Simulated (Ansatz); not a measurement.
Run report: Mo$_{16}$H, single-point calculation (part 3 of 3)

The same run, continued: Mo$_{16}$H (slab, 17 atoms in the cell); DFT PBE, scalar-relativistic, plane waves, PAW, PAW set soft_1, spin-polarised (Ansatz 0.2.0); cutoff 420 eV, 4×4×1 k-mesh, Gaussian smearing of 0.1 eV, collinear spins. The structure derives from an entry of the Crystallography Open Database.

Geometry of the input (Å; fractional positions):
```
6.3209  0.0000  0.0000
0.0000  6.3209  0.0000
0.0000  0.0000  21.5884
Mo 0.2500  0.2500  0.1853
Mo 0.2500  0.7500  0.1853
Mo 0.7500  0.2500  0.1853
Mo 0.7500  0.7500  0.1853
Mo 0.0000  0.0000  0.2585
Mo 0.0000  0.5000  0.2585
Mo 0.5000  0.0000  0.2585
Mo 0.5000  0.5000  0.2585
Mo 0.2500  0.2500  0.3340
Mo 0.2500  0.7500  0.3340
Mo 0.7500  0.2500  0.3340
Mo 0.7500  0.7500  0.3340
Mo 0.0000  0.0000  0.3978
Mo 0.0000  0.5000  0.3978
Mo 0.5000  0.0000  0.3978
Mo 0.5000  0.5000  0.3978
H  0.0000  0.0000  0.5650
```

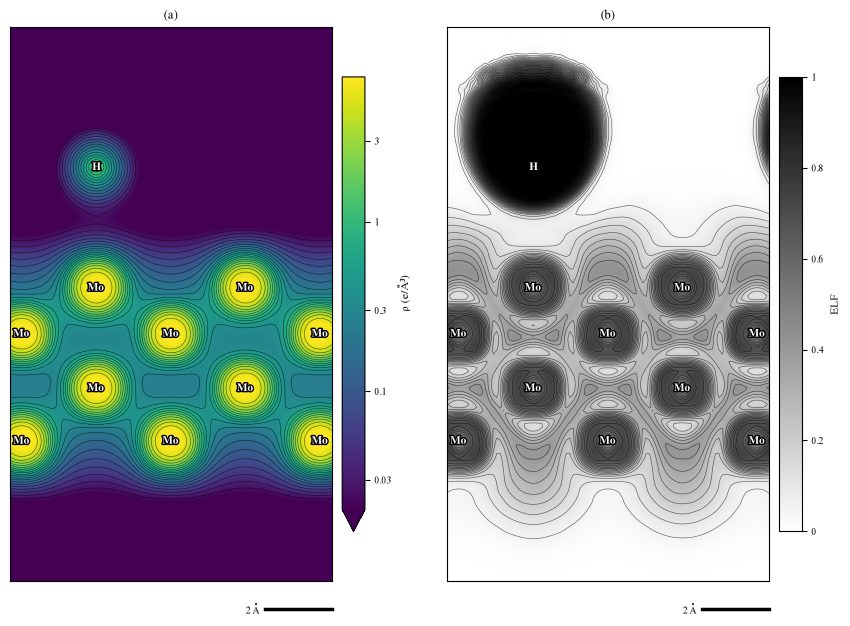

(a) valence charge density (pseudo); (b) electron localisation function on the (110) plane of the calculation cell, a cut from vacuum to vacuum. The section cuts through Mo and H sites. Mo–Mo (2.63 Å): ρ at the midpoint is about 0.47 e/Å³; the ELF is about 0.35 at the midpoint (no shared electron pair). Mo–Mo (2.74 Å): the density is about 0.4 e/Å³ at the midpoint; the ELF is about 0.35 at the midpoint (no localised pair between them). The density dies away to nearly zero in the vacuum. The strong features right at Mo lie inside the PAW spheres (semicore, d or f shells) and say nothing about bonding. The fields are those of the smooth PAW valence density.

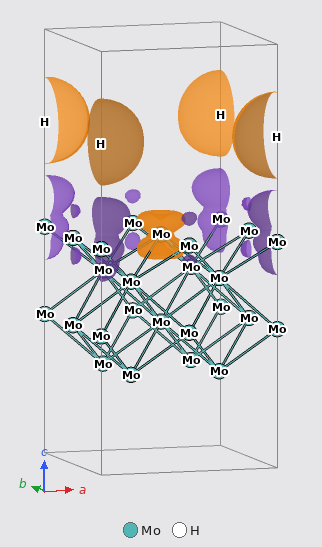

Isosurfaces of the spin density (up minus down) at +0.006 (orange) and −0.006 e/Å³ (purple), seen slightly off an axis. Sticks mark near contacts. The spin density sits on H: +0.8 μB in one cell of 17 atoms. The cell of the calculation (17 atoms) carries 0.8 μB net.
